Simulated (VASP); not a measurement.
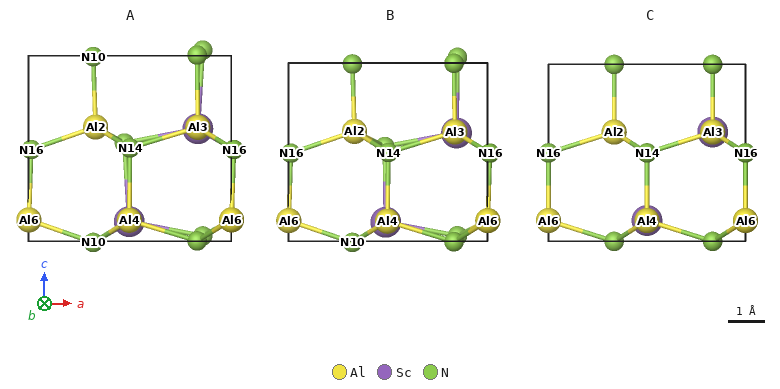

3 geometries from one relaxation of a crystal of ScAl3N4 (a generated structure, set up in Cmc2_1), in shuffled order. A ball-and-stick model of the cell of the calculation (origin shifted), seen along the b axis.

The run lets cell and atoms move.

The calculation used Kohn-Sham DFT of a periodic cell, PBEsol, VASP PAW PBE potentials, recommended in VASP 6.6.1. Set-up: plane-wave cutoff 520 eV; k-point mesh 4 × 4 × 5; occupations gaussian; smearing width 0.03 eV; no spin polarisation.

Put them in the order of the run, from the start to the converged end.

Answer. C, A, B. They are steps 0, 1, 18, at +1.748 eV per cell of the calculation, +0.738 eV per cell of the calculation relative to the last. The largest moves relative to the cell, 0.18 Å, are those of N atoms. By element the largest moves are N 0.18 Å, Sc 0.08 Å, Al 0.03 Å. The drawn cell changes as follows: a 6.374 → 6.448 Å (+1.2 %), b 6.374 → 6.478 Å (+1.6 %), c 4.957 → 4.999 Å (+0.8 %), γ 120.0° → 120.2°; the volume changes by +3.5 %. Among the contacts that change: N–Sc 1.894 → 2.121 Å, N–Sc 1.931 → 2.052 Å, Sc–Sc 3.087 → 3.189 Å, Al–N 1.931 → 1.890 Å. Among the angles between lasting bonds that change: Al–N–Al 111.2° → 119.9°, Sc–N–Sc 107.6° → 100.0°, N–Sc–N 107.6° → 101.4°. The space group stays Cmc2_1 (No. 36). The energy falls by 1.748 eV per cell of the calculation in 18 geometry steps. The largest force component goes from 3.2 to 0.0042 eV/Å. The pressure goes from 10.85 to 0.00 GPa.
